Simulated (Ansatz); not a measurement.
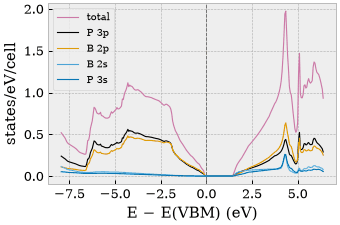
Fig. 1. Total and projected density of states of BP (zinc blende, space group No. 216), the program Ansatz at the r²SCAN level (PAW)

### Question
Which orbitals carry the states next to the gap?

### Answer
Top 1 eV of the valence band: B 2p 51 %, P 3p 45 %. Bottom 1 eV of the conduction band: P 3p 25 %, B 2s 24 %, B 2p 23 %, P 3s 11 %, outside the projected shells 17 %. Projections are on Löwdin-orthogonalised atomic valence shells; empty p or d shells of many metals are not among them.

### Question
Where is the tallest occupied peak in this window, and what makes it?

### Answer
Near -4.3 eV, about 1.1 states/eV per cell; the largest projected share is P 3p.

Space group F-43m (zinc blende). The cell was relaxed with r²SCAN under the symmetry of its start; phonons on a q-mesh show no instability. The volume moved by 17 % from the start of the relaxation.

Potentials: the later of the program's two PAW sets.
